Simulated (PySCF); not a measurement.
# Si⁻, Si: electron affinity and excitation energies in x2c-TZVPPall plus 1 even-tempered diffuse shell per l, part 2 of 3

Aim: the electron affinity and excitation energy of silicon from differences of total energies, at each level of theory, and how far each lands from the tabulated value where there is one.

PySCF 2.14.0; x2c-TZVPPall plus 1 even-tempered diffuse shell per l, the spin-free X2C one-electron Hamiltonian (Gaussian nucleus). The scripts are equivalent inputs of a driver's runs. Earlier steps stand in the parts before.

### 4 Si [Ne] 3s1 3p3, method by method

Level: UHF.

File input.py:

```python
from pyscf import gto, scf, dft, mp, cc
import basis_set_exchange as bse
mol = gto.M(atom="Si 0 0 0", charge=0, spin=4, symmetry="D2h",
            basis=gto.basis.parse(bse.get_basis("x2c-TZVPPall", elements=["Si"], fmt="nwchem", augment_diffuse=1)),
            nucmod="G")
mf = scf.UHF(mol).sfx2c1e()
mf.irrep_nelec = {'Ag': (3, 2), 'B1u': (2, 1), 'B2u': (2, 1), 'B3u': (2, 1)}
mf.kernel()
```

The log of the run:

```text
damping factor = 0
level_shift factor = 0
DIIS = <class 'pyscf.scf.diis.CDIIS'>
diis_start_cycle = 1
diis_space = 10
diis_damp = 0
SCF conv_tol = 1e-09
SCF conv_tol_grad = None
number electrons alpha = 9  beta = 5
cycle= 1 E= -289.356425139762  delta_E= -4.09e-12  |g|= 6.64e-07  |ddm|= 3.55e-06
converged SCF energy = -289.356425139762  <S^2> = 6.0000562  2S+1 = 5.0000225
```

It used 1.2 s of CPU time after the integrals (shared host).

Orbital energies by shell (radii are means over both spins):

| shell | electrons | mean orbital energy (eV) | spread (eV) | rms radius (bohr) |
| --- | --- | --- | --- | --- |
| 1s α | 1 | -1877.9 | 0 | 0.129 |
| 1s β | 1 | -1877.0 | 0 | 0.129 |
| 2s α | 1 | -169.36 | 0 | 0.613 |
| 2s β | 1 | -168.11 | 0 | 0.613 |
| 2p α | 3 | -117.16 | 0 | 0.598 |
| 2p β | 3 | -115.90 | 0 | 0.598 |
| 3s α | 1 | -19.736 | 0 | 2.32 |
| 3p α | 3 | -9.468 | 0 | 2.84 |

⟨S²⟩ = 6.000, ⟨L²⟩ = 0.00.

Spin-orbit constants on these orbitals (cm⁻¹; bare nucleus, screened nucleus, mean field): 3p 189.5, 162.4, 147.6.

Level: LDA.

input.py differs from the last one in:

```diff
@@ -5,3 +5,3 @@
             nucmod="G")
-mf = scf.UHF(mol).sfx2c1e()
+mf = dft.UKS(mol, xc="LDA,VWN").sfx2c1e()
 mf.irrep_nelec = {'Ag': (3, 2), 'B1u': (2, 1), 'B2u': (2, 1), 'B3u': (2, 1)}
```

The log of the run:

```text
damping factor = 0
level_shift factor = 0
DIIS = <class 'pyscf.scf.diis.CDIIS'>
diis_start_cycle = 1
diis_space = 10
diis_damp = 0
SCF conv_tol = 1e-09
SCF conv_tol_grad = None
number electrons alpha = 9  beta = 5
XC functionals = LDA,VWN
    P. A. M. Dirac.,  Math. Proc. Cambridge Philos. Soc. 26, 376 (1930)
    F. Bloch.,  Z. Phys. 57, 545 (1929)
    S. H. Vosko, L. Wilk, and M. Nusair.,  Can. J. Phys. 58, 1200 (1980)
cycle= 1 E= -288.64863375892  delta_E= -0.0112  |g|= 0.0393  |ddm|= 0.151
cycle= 2 E= -288.648736489351  delta_E= -0.000103  |g|= 0.0207  |ddm|= 0.0145
cycle= 3 E= -288.648776201549  delta_E= -3.97e-05  |g|= 0.000733  |ddm|= 0.00609
cycle= 4 E= -288.648776587745  delta_E= -3.86e-07  |g|= 0.000112  |ddm|= 0.00167
cycle= 5 E= -288.648776594058  delta_E= -6.31e-09  |g|= 2.02e-06  |ddm|= 0.000169
cycle= 6 E= -288.648776594062  delta_E= -3.98e-12  |g|= 1.01e-07  |ddm|= 4.61e-06
converged SCF energy = -288.648776594062  <S^2> = 6.0000487  2S+1 = 5.0000195
```

CPU time 0.25 s on a shared host, the integrals not counted.

Level: PBE.

input.py differs from the last one in:

```diff
@@ -5,3 +5,3 @@
             nucmod="G")
-mf = dft.UKS(mol, xc="LDA,VWN").sfx2c1e()
+mf = dft.UKS(mol, xc="PBE").sfx2c1e()
 mf.irrep_nelec = {'Ag': (3, 2), 'B1u': (2, 1), 'B2u': (2, 1), 'B3u': (2, 1)}
```

The log of the run:

```text
damping factor = 0
level_shift factor = 0
DIIS = <class 'pyscf.scf.diis.CDIIS'>
diis_start_cycle = 1
diis_space = 10
diis_damp = 0
SCF conv_tol = 1e-09
SCF conv_tol_grad = None
number electrons alpha = 9  beta = 5
XC functionals = PBE
    J. P. Perdew, K. Burke, and M. Ernzerhof.,  Phys. Rev. Lett. 77, 3865 (1996)
    J. P. Perdew, K. Burke, and M. Ernzerhof.,  Phys. Rev. Lett. 78, 1396 (1997)
    J. P. Perdew, K. Burke, and M. Ernzerhof.,  Phys. Rev. Lett. 77, 3865 (1996)
    J. P. Perdew, K. Burke, and M. Ernzerhof.,  Phys. Rev. Lett. 78, 1396 (1997)
cycle= 1 E= -289.677883945038  delta_E= -0.00713  |g|= 0.0201  |ddm|= 0.132
cycle= 2 E= -289.67791923712  delta_E= -3.53e-05  |g|= 0.00994  |ddm|= 0.0101
cycle= 3 E= -289.677927973876  delta_E= -8.74e-06  |g|= 0.000287  |ddm|= 0.00198
cycle= 4 E= -289.677928032752  delta_E= -5.89e-08  |g|= 0.000146  |ddm|= 0.000903
cycle= 5 E= -289.67792804715  delta_E= -1.44e-08  |g|= 2.58e-06  |ddm|= 0.000268
cycle= 6 E= -289.677928047152  delta_E= -1.08e-12  |g|= 5.99e-08  |ddm|= 1.7e-06
converged SCF energy = -289.677928047152  <S^2> = 6.0000125  2S+1 = 5.000005
```

It used 0.36 s of CPU time after the integrals (shared host).

Level: PBE0.

input.py differs from the last one in:

```diff
@@ -5,3 +5,3 @@
             nucmod="G")
-mf = dft.UKS(mol, xc="PBE").sfx2c1e()
+mf = dft.UKS(mol, xc="PBE0").sfx2c1e()
 mf.irrep_nelec = {'Ag': (3, 2), 'B1u': (2, 1), 'B2u': (2, 1), 'B3u': (2, 1)}
```

The log of the run:

```text
damping factor = 0
level_shift factor = 0
DIIS = <class 'pyscf.scf.diis.CDIIS'>
diis_start_cycle = 1
diis_space = 10
diis_damp = 0
SCF conv_tol = 1e-09
SCF conv_tol_grad = None
number electrons alpha = 9  beta = 5
XC functionals = PBE0
    C. Adamo and V. Barone.,  J. Chem. Phys. 110, 6158 (1999)
    M. Ernzerhof and G. E. Scuseria.,  J. Chem. Phys. 110, 5029 (1999)
cycle= 1 E= -289.708419158432  delta_E= -0.00382  |g|= 0.0111  |ddm|= 0.0924
cycle= 2 E= -289.708435249216  delta_E= -1.61e-05  |g|= 0.00376  |ddm|= 0.00897
cycle= 3 E= -289.708436557063  delta_E= -1.31e-06  |g|= 0.000348  |ddm|= 0.000985
cycle= 4 E= -289.708436586903  delta_E= -2.98e-08  |g|= 4.23e-05  |ddm|= 0.000622
cycle= 5 E= -289.708436587598  delta_E= -6.95e-10  |g|= 4.03e-06  |ddm|= 4.84e-05
converged SCF energy = -289.708436587598  <S^2> = 6.0000105  2S+1 = 5.0000042
```

It used 0.47 s of CPU time after the integrals (shared host).

Level: r2SCAN.

input.py differs from the last one in:

```diff
@@ -5,3 +5,3 @@
             nucmod="G")
-mf = dft.UKS(mol, xc="PBE0").sfx2c1e()
+mf = dft.UKS(mol, xc="R2SCAN").sfx2c1e()
 mf.irrep_nelec = {'Ag': (3, 2), 'B1u': (2, 1), 'B2u': (2, 1), 'B3u': (2, 1)}
```

The log of the run:

```text
damping factor = 0
level_shift factor = 0
DIIS = <class 'pyscf.scf.diis.CDIIS'>
diis_start_cycle = 1
diis_space = 10
diis_damp = 0
SCF conv_tol = 1e-09
SCF conv_tol_grad = None
number electrons alpha = 9  beta = 5
XC functionals = R2SCAN
    J. W. Furness, A. D. Kaplan, J. Ning, J. P. Perdew, and J. Sun.,  J. Phys. Chem. Lett. 11, 8208-8215 (2020)
    J. W. Furness, A. D. Kaplan, J. Ning, J. P. Perdew, and J. Sun.,  J. Phys. Chem. Lett. 11, 9248-9248 (2020)
    J. W. Furness, A. D. Kaplan, J. Ning, J. P. Perdew, and J. Sun.,  J. Phys. Chem. Lett. 11, 8208-8215 (2020)
    J. W. Furness, A. D. Kaplan, J. Ning, J. P. Perdew, and J. Sun.,  J. Phys. Chem. Lett. 11, 9248-9248 (2020)
cycle= 1 E= -289.814839329927  delta_E= -0.00334  |g|= 0.00714  |ddm|= 0.083
cycle= 2 E= -289.814851006991  delta_E= -1.17e-05  |g|= 0.00145  |ddm|= 0.00865
cycle= 3 E= -289.81485156061  delta_E= -5.54e-07  |g|= 0.000133  |ddm|= 0.00203
cycle= 4 E= -289.814851569082  delta_E= -8.47e-09  |g|= 2.12e-05  |ddm|= 0.000253
cycle= 5 E= -289.814851569223  delta_E= -1.42e-10  |g|= 8.14e-06  |ddm|= 3.99e-05
converged SCF energy = -289.814851569223  <S^2> = 6.0000507  2S+1 = 5.0000203
```

It used 0.85 s of CPU time after the integrals (shared host).

Level: BP86.

input.py differs from the last one in:

```diff
@@ -5,3 +5,3 @@
             nucmod="G")
-mf = dft.UKS(mol, xc="R2SCAN").sfx2c1e()
+mf = dft.UKS(mol, xc="B88,P86").sfx2c1e()
 mf.irrep_nelec = {'Ag': (3, 2), 'B1u': (2, 1), 'B2u': (2, 1), 'B3u': (2, 1)}
```

The log of the run:

```text
damping factor = 0
level_shift factor = 0
DIIS = <class 'pyscf.scf.diis.CDIIS'>
diis_start_cycle = 1
diis_space = 10
diis_damp = 0
SCF conv_tol = 1e-09
SCF conv_tol_grad = None
number electrons alpha = 9  beta = 5
XC functionals = B88,P86
    A. D. Becke.,  Phys. Rev. A 38, 3098 (1988)
    J. P. Perdew.,  Phys. Rev. B 33, 8822 (1986)
cycle= 1 E= -289.851150094663  delta_E= -0.00705  |g|= 0.0151  |ddm|= 0.126
cycle= 2 E= -289.851176087958  delta_E= -2.6e-05  |g|= 0.00684  |ddm|= 0.011
cycle= 3 E= -289.851180265393  delta_E= -4.18e-06  |g|= 0.000251  |ddm|= 0.00138
cycle= 4 E= -289.851180293376  delta_E= -2.8e-08  |g|= 0.000134  |ddm|= 0.000733
cycle= 5 E= -289.851180304302  delta_E= -1.09e-08  |g|= 2.75e-06  |ddm|= 0.000244
cycle= 6 E= -289.851180304303  delta_E= -9.09e-13  |g|= 6.28e-08  |ddm|= 1.45e-06
converged SCF energy = -289.851180304303  <S^2> = 6.0000293  2S+1 = 5.0000117
```

It used 0.46 s of CPU time after the integrals (shared host).

Level: LC-wPBE.

input.py differs from the last one in:

```diff
@@ -5,3 +5,3 @@
             nucmod="G")
-mf = dft.UKS(mol, xc="B88,P86").sfx2c1e()
+mf = dft.UKS(mol, xc="LC_WPBE").sfx2c1e()
 mf.irrep_nelec = {'Ag': (3, 2), 'B1u': (2, 1), 'B2u': (2, 1), 'B3u': (2, 1)}
```

The log of the run:

```text
damping factor = 0
level_shift factor = 0
DIIS = <class 'pyscf.scf.diis.CDIIS'>
diis_start_cycle = 1
diis_space = 10
diis_damp = 0
SCF conv_tol = 1e-09
SCF conv_tol_grad = None
number electrons alpha = 9  beta = 5
XC functionals = LC_WPBE
    O. A. Vydrov and G. E. Scuseria.,  J. Chem. Phys. 125, 234109 (2006)
cycle= 1 E= -289.736745744459  delta_E= -0.00682  |g|= 0.0204  |ddm|= 0.0923
cycle= 2 E= -289.736804992894  delta_E= -5.92e-05  |g|= 0.00716  |ddm|= 0.0125
cycle= 3 E= -289.73681021084  delta_E= -5.22e-06  |g|= 0.000766  |ddm|= 0.00228
cycle= 4 E= -289.736810394485  delta_E= -1.84e-07  |g|= 5.66e-05  |ddm|= 0.00106
cycle= 5 E= -289.736810399605  delta_E= -5.12e-09  |g|= 5e-06  |ddm|= 0.000254
cycle= 6 E= -289.736810399647  delta_E= -4.18e-11  |g|= 2.82e-07  |ddm|= 2.38e-05
converged SCF energy = -289.736810399647  <S^2> = 6.0000082  2S+1 = 5.0000033
```

CPU time 0.82 s on a shared host, the integrals not counted.

Level: wB97M-V.

input.py differs from the last one in:

```diff
@@ -5,3 +5,3 @@
             nucmod="G")
-mf = dft.UKS(mol, xc="LC_WPBE").sfx2c1e()
+mf = dft.UKS(mol, xc="WB97M_V").sfx2c1e()
 mf.irrep_nelec = {'Ag': (3, 2), 'B1u': (2, 1), 'B2u': (2, 1), 'B3u': (2, 1)}
```

The log of the run:

```text
damping factor = 0
level_shift factor = 0
DIIS = <class 'pyscf.scf.diis.CDIIS'>
diis_start_cycle = 1
diis_space = 10
diis_damp = 0
SCF conv_tol = 1e-09
SCF conv_tol_grad = None
number electrons alpha = 9  beta = 5
XC functionals = WB97M_V
    N. Mardirossian and M. Head-Gordon.,  J. Chem. Phys. 144, 214110 (2016)
NLC functional = WB97M_V
cycle= 1 E= -289.789067345358  delta_E= -0.00532  |g|= 0.018  |ddm|= 0.153
cycle= 2 E= -289.789177871  delta_E= -0.000111  |g|= 0.00473  |ddm|= 0.0326
cycle= 3 E= -289.789186289535  delta_E= -8.42e-06  |g|= 0.00112  |ddm|= 0.00661
cycle= 4 E= -289.78918759618  delta_E= -1.31e-06  |g|= 0.000149  |ddm|= 0.00396
cycle= 5 E= -289.789187660712  delta_E= -6.45e-08  |g|= 8.45e-06  |ddm|= 0.00101
cycle= 6 E= -289.789187660864  delta_E= -1.52e-10  |g|= 5.71e-07  |ddm|= 4.8e-05
converged SCF energy = -289.789187660864  <S^2> = 6.0000264  2S+1 = 5.0000106
```

CPU time 1.5 s on a shared host, the integrals not counted.

Level: BLYP.

input.py differs from the last one in:

```diff
@@ -5,3 +5,3 @@
             nucmod="G")
-mf = dft.UKS(mol, xc="WB97M_V").sfx2c1e()
+mf = dft.UKS(mol, xc="BLYP").sfx2c1e()
 mf.irrep_nelec = {'Ag': (3, 2), 'B1u': (2, 1), 'B2u': (2, 1), 'B3u': (2, 1)}
```

The log of the run:

```text
damping factor = 0
level_shift factor = 0
DIIS = <class 'pyscf.scf.diis.CDIIS'>
diis_start_cycle = 1
diis_space = 10
diis_damp = 0
SCF conv_tol = 1e-09
SCF conv_tol_grad = None
number electrons alpha = 9  beta = 5
XC functionals = BLYP
    A. D. Becke.,  Phys. Rev. A 38, 3098 (1988)
    C. Lee, W. Yang, and R. G. Parr.,  Phys. Rev. B 37, 785 (1988)
    B. Miehlich, A. Savin, H. Stoll, and H. Preuss.,  Chem. Phys. Lett. 157, 200 (1989)
cycle= 1 E= -289.816367693102  delta_E= -0.00924  |g|= 0.0146  |ddm|= 0.161
cycle= 2 E= -289.816398409289  delta_E= -3.07e-05  |g|= 0.00665  |ddm|= 0.0136
cycle= 3 E= -289.816403203056  delta_E= -4.79e-06  |g|= 0.000135  |ddm|= 0.0025
cycle= 4 E= -289.816403214333  delta_E= -1.13e-08  |g|= 8.73e-05  |ddm|= 0.000475
cycle= 5 E= -289.816403219773  delta_E= -5.44e-09  |g|= 9.39e-06  |ddm|= 0.000182
cycle= 6 E= -289.816403219811  delta_E= -3.8e-11  |g|= 6.2e-08  |ddm|= 1.35e-05
converged SCF energy = -289.816403219811  <S^2> = 6.000011  2S+1 = 5.0000044
```

CPU time 0.46 s on a shared host, the integrals not counted.

### 5 Si [Ne] 3s1 3p3, continued

Level: MP2 (valence).

Changes to input.py since step 4:

```diff
@@ -5,4 +5,5 @@
             nucmod="G")
-mf = dft.UKS(mol, xc="BLYP").sfx2c1e()
+mf = scf.UHF(mol).sfx2c1e()
 mf.irrep_nelec = {'Ag': (3, 2), 'B1u': (2, 1), 'B2u': (2, 1), 'B3u': (2, 1)}
 mf.kernel()
+mp.UMP2(mf, frozen=5).kernel()
```

The driver printed no log here.

CPU time 0.03 s on a shared host, the integrals not counted.

With 4 electrons correlated, the MP2 correlation energy is -0.02148 hartree (-0.02148 same spin, 0.00000 opposite spin); the SCS form gives -0.00716. Largest pairs of shells: 3p-3p -0.0177, 3s-3p -0.0038, 3s-3s 0.0000.

Level: MP2 (valence and next inner shell).

input.py differs from the last one in:

```diff
@@ -8,2 +8,2 @@
 mf.kernel()
-mp.UMP2(mf, frozen=5).kernel()
+mp.UMP2(mf, frozen=1).kernel()
```

The driver printed no log here.

CPU time 0.1 s on a shared host, the integrals not counted.

With 12 electrons correlated, the MP2 correlation energy is -0.16974 hartree (-0.06478 same spin, -0.10496 opposite spin); the SCS form gives -0.14755. Largest pairs of shells: 2p-2p -0.0993, 2s-2p -0.0252, 3p-3p -0.0177, 2p-3p -0.0121, 2p-3s -0.0047.

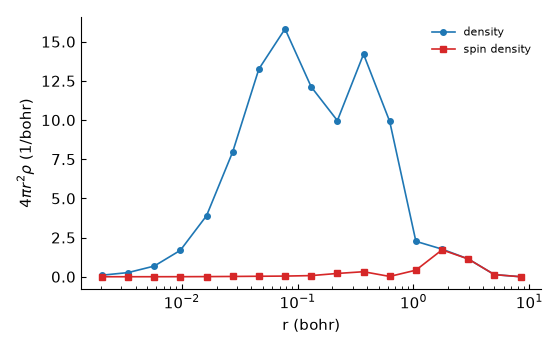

Radial density 4πr²ρ of Si at UHF, at 17 stored radii joined by straight lines.

(Part 2 of 3 ends here.)
